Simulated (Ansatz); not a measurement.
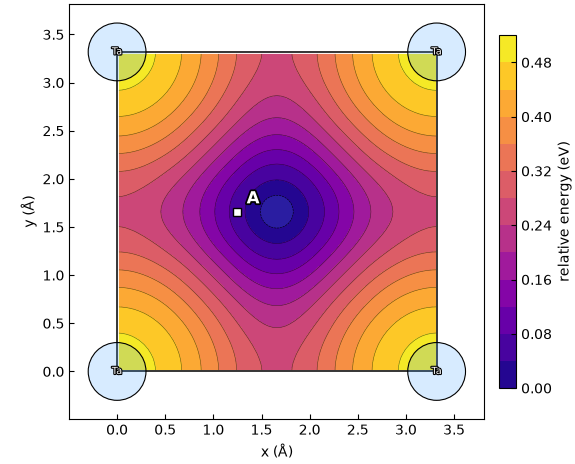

Li on a Ta(100) slab cut from the Im-3m phase, its upper half relaxed before the scan (16 atoms of substrate and one adsorbate in a 2 × 2 cell). Li is moved over the surface cell; relaxed at each place: the height of the adsorbate's atoms; substrate rigid; the origin of the map has the adsorbate above Ta13. Places are given modulo a cell vector. The map is drawn in real space over the plane of the surface. The scan uses an 8 × 8 grid; 15 points were computed and 49 follow by symmetry. Places are given in fractions of the 1 × 1 surface cell. All energies are given in eV relative to the lowest grid point. Theory: DFT PBE, scalar-relativistic, plane waves, PAW (Ansatz). Settings: cutoff 420 eV, k-mesh 4×4×1, gaussian smearing 0.1 eV, no spin polarisation.

Drawn: filled contours, labelled circles for the atoms of the top layer and small ones for the second layer, the outline of one cell of the plane, the point A. Between grid points the surface is interpolated.

Q: Is A at rest? If not, where is it pushed?

A: A, at (3/8, 4/8) of the cell vectors, is not a stationary point. The computed force is 0.25 eV/Å in the plane, pointing right in the picture (components 0.25 and 0.00 eV/Å).

PAW datasets: the set soft_1.
